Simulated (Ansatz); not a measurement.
| atom | x (Å) | y (Å) | z (Å) |
| --- | --- | --- | --- |
| N | 0.9125 | -1.1273 | 0.8612 |
| C | 0.9030 | 0.1759 | 0.7357 |
| S | 1.2653 | 1.2973 | -2.0428 |
| Al | -0.4472 | 1.1664 | -0.4449 |
| F | -0.7964 | 2.6845 | 0.3268 |
| Al | -2.2169 | -0.5988 | -1.0080 |
| H | 1.6756 | -1.6513 | 1.2756 |
| H | 0.1409 | -1.6794 | 0.4897 |
| H | 1.9368 | 2.3986 | -1.5598 |
| H | 1.7715 | 0.6765 | 1.1760 |
| H | -1.8027 | -2.0887 | -0.4299 |
| H | -3.6251 | -0.6014 | -1.7904 |

Level of theory: RKS PBE0/6-31G in Ansatz.

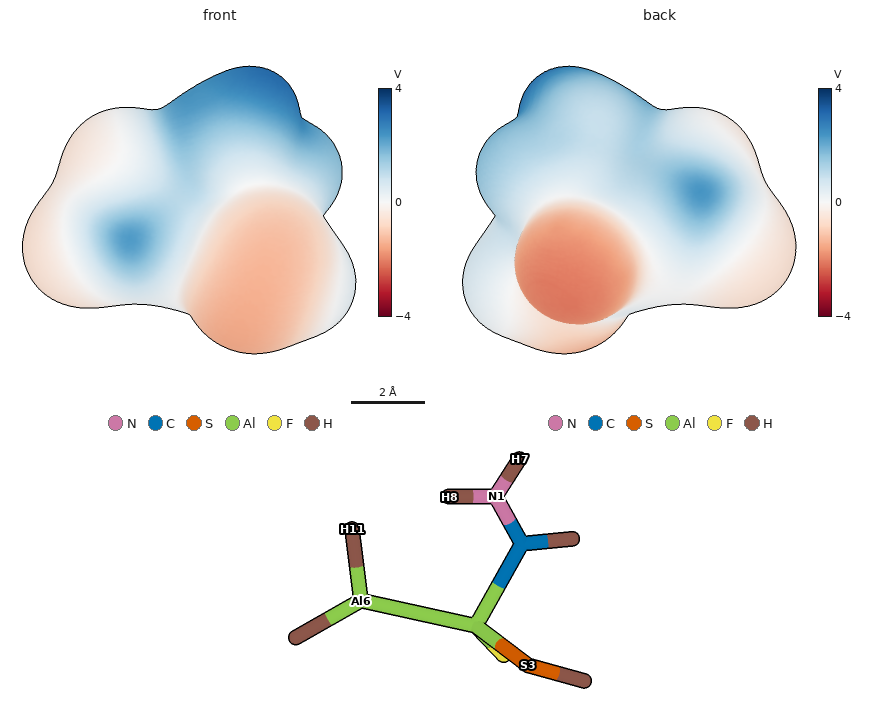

CH₆Al₂FNS. The molecular electrostatic potential painted on the density surface at 0.001 e/bohr³, seen from the front and from behind; red is negative and blue positive. The bare structure is drawn below in the same view.

**Which sites attract a positive test charge, and which a negative one?**

A positive charge is drawn to the negative regions and a negative charge to the positive ones. The most negative region (about −2.1 V) lies over F5, the most positive (about +3.0 V) over H7.
